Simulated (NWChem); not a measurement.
# UPBE/LANL2DZ (core potential) run of SnH2F (SMILES [F][SnH2])

What is the electronic atomisation energy of SnH2F at UPBE/LANL2DZ (core potential)? 

The calculation is run with NWChem 7.3.0.

## (1) The structure to begin with

SnH2F has 4 atoms, charge 0, and is taken as a doublet. As SMILES, `[F][SnH2]`. Geometry: relaxed at PBE0-D4/def2-TZVP.

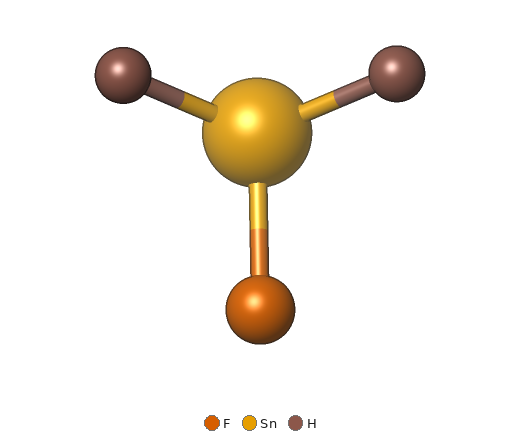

Viewed from a chosen angle; fluorine orange, tin amber, hydrogen brown.

## (2) A single-point energy at UPBE/LANL2DZ (core potential) (run 1)

nw.xyz

```xyz
4
FH2Sn energy
F     -1.552600    -0.190000     0.640700
Sn     0.028300    -0.242200    -0.468300
H      1.184100    -1.054400     0.524100
H      0.395700     1.426200    -0.716700
```

nw.nw

```
start nw
title "FH2Sn energy"
memory total 2200 mb

geometry units angstrom noautosym nocenter noautoz
   load format xyz nw.xyz
end

basis spherical bse
   * library LANL2DZ
end

ecp bse
   Sn library LANL2DZ
end

dft
   xc xpbe96 cpbe96
   mult 2
   grid fine
   convergence energy 1e-08
   iterations 100
   mulliken
   print low
end

task dft energy
```

Launch:

```sh
nwchem nw.nw > nw.out
```

Standard output:

```text
[...]
 d= 0,ls=0.0,diis     1   -104.2370450748 -1.20D+02  5.91D-02  1.39D-01     0.3
[...]
 d= 0,ls=0.0,diis     8   -104.3123912393  9.34D-09  4.63D-06  4.03D-08     1.5
[...]
         Total DFT energy =     -104.312391239268
      One electron energy =     -177.573365544289
           Coulomb energy =       69.497210785577
    Exchange-Corr. energy =      -12.049607192377
 Nuclear repulsion energy =       15.813370711821
[...]
      Total Density - Mulliken Population Analysis
     ---------------------------------------------
    Atom       Charge   Shell Charges
 -----------   ------   -------------------------------------------------------
    1 F    9     9.52   2.00  1.00  0.98  3.91  1.64
    2 Sn   4     3.31   0.39  1.12  1.35  0.46
    3 H    1     1.08   0.46  0.63
    4 H    1     1.08   0.46  0.63
[...]
      <S2> =      0.7507 (Exact =     0.7500)
[...]
```

Wall time 2 s (1 thread of AMD EPYC 9R14 (Zen 4), shared host); peak memory 0.11 GiB.

## (3) The F atom (run 2)

job.nw

```
start job
memory 2200 mb
charge 0
geometry units angstroms noautosym nocenter noautoz
 F     0.000000    0.000000    0.000000
end
basis spherical bse
 * library LANL2DZ
end
dft
 xc xpbe96 cpbe96
 mult 2
 grid fine
 convergence energy 1e-08
 iterations 100
 mulliken
 print low
end
task dft
```

Launch:

```sh
nwchem job.nw > job.out
```

Standard output:

```text
[...]
 d= 0,ls=0.0,diis     1    -99.6426068047 -9.96D+01  1.51D-02  2.76D-02     0.1
[...]
 d= 0,ls=0.0,diis     6    -99.6482667741 -4.25D-10  4.47D-07  1.45D-11     0.2
[...]
         Total DFT energy =      -99.648266774079
      One electron energy =     -139.162357418594
           Coulomb energy =       49.786841270392
    Exchange-Corr. energy =      -10.272750625877
 Nuclear repulsion energy =        0.000000000000
[...]
      Total Density - Mulliken Population Analysis
     ---------------------------------------------
    Atom       Charge   Shell Charges
 -----------   ------   -------------------------------------------------------
    1 F    9     9.00   2.00  1.04  0.96  3.73  1.27
     --------------------------------------------
      Spin Density - Mulliken Population Analysis
     --------------------------------------------
    Atom       Charge   Shell Charges
 -----------   ------   -------------------------------------------------------
    1 F    9     1.00  -0.00  0.02 -0.02  0.80  0.20
[...]
      <S2> =      0.7504 (Exact =     0.7500)
[...]
```

It took 0.72 s on 1 thread of AMD EPYC 9R14 (Zen 4), shared host; peak memory 0.1 GiB.

Run 3 isn't shown in full; the table further down has it.

## (4) The Sn atom (run 4)

mymol.nw

```
start mymol
title "Sn"
memory total 2200 mb
geometry units angstroms noautosym nocenter noautoz
   Sn    0.000000    0.000000    0.000000
end
basis spherical bse
   * library LANL2DZ
end
ecp bse
   Sn library LANL2DZ
end
dft
   xc xpbe96 cpbe96
   mult 3
   grid fine
   convergence energy 1e-08
   iterations 100
   mulliken
   noprint "final vectors analysis"
end
task dft energy
```

Launch:

```sh
nwchem mymol.nw > mymol.out
```

Standard output:

```text
[...]
          Wavefunction type:  spin polarized.
          No. of atoms     :     1
          No. of electrons :     4
[...]
          Charge           :     0
          Spin multiplicity:     3
[...]
          AO basis - number of functions:     8
[...]
              XC Information
              --------------
          PerdewBurkeErnzerhof Exchange Functional  1.000
            Perdew 1991 LDA Correlation Functional  1.000 local
           PerdewBurkeErnz. Correlation Functional  1.000 non-local
[...]
 d= 0,ls=0.0,diis     1     -3.3147184701 -3.31D+00  4.00D-02  7.60D-03     0.1
[...]
  Singularity in Pulay matrix. Error and Fock matrices removed.
 d= 0,ls=0.5,diis     5     -3.3225534871 -1.14D-05  4.03D-04  4.88D-06     0.3
[...]
  Singularity in Pulay matrix. Error and Fock matrices removed.
  Resetting Diis
[...]
  Singularity in Pulay matrix. Error and Fock matrices removed.
 d= 0,ls=0.5,diis    10     -3.3225596399 -4.87D-08  2.63D-05  2.07D-08     0.5
[...]
  Singularity in Pulay matrix. Error and Fock matrices removed.
 d= 0,ls=0.5,diis    11     -3.3225596570 -1.71D-08  1.56D-05  7.27D-09     0.5
[...]
  Singularity in Pulay matrix. Error and Fock matrices removed.
 d= 0,ls=0.5,diis    12     -3.3225596630 -5.98D-09  9.21D-06  2.55D-09     0.5
[...]
         Total DFT energy =       -3.322559665080
      One electron energy =       -4.960102209579
           Coulomb energy =        2.549731813287
    Exchange-Corr. energy =       -0.912189268787
 Nuclear repulsion energy =        0.000000000000
[...]
      Total Density - Mulliken Population Analysis
     ---------------------------------------------
    Atom       Charge   Shell Charges
 -----------   ------   -------------------------------------------------------
    1 Sn   4     4.00   0.49  1.51  1.01  0.99
     --------------------------------------------
      Spin Density - Mulliken Population Analysis
     --------------------------------------------
    Atom       Charge   Shell Charges
 -----------   ------   -------------------------------------------------------
    1 Sn   4     2.00   0.00 -0.00  1.01  0.99
[...]
      <S2> =      2.0000 (Exact =     2.0000)
[...]
```

Run time: 1.1 s. Hardware: 1 thread of AMD EPYC 9R14 (Zen 4), shared host; peak memory 0.11 GiB.

## (5) All runs side by side

| run | level | core potential | partner | energy (Eh) | ⟨S²⟩ | wall time |
| --- | --- | --- | --- | --- | --- | --- |
| 1 | UPBE/LANL2DZ (core potential) | LANL2DZ | base | -104.312391 | 0.751 | 2 s |
| 2 | UPBE/LANL2DZ | – | atoms | -99.648267 | 0.750 | 0.72 s |
| 3 | UPBE/LANL2DZ | – | atoms | -0.495885 | 0.750 | 0.64 s |
| 4 | UPBE/LANL2DZ (core potential) | LANL2DZ | atoms | -3.322560 | 2.000 | 1.1 s |

## (6) Results

Level: UPBE/LANL2DZ (core potential).

```
                     quantity        value
        Sn atom: total energy  -3.32256 Eh
                Sn atom: ⟨S²⟩        2.000
electronic atomisation energy     9.518 eV
```

What this shows: Taking the molecule apart into free atoms costs 9.52 eV (918 kJ/mol), before zero-point energy and without spin-orbit coupling. The basis has no polarisation functions, which makes bonds too weak. All runs together took 4.6 s, the longest 2 s.
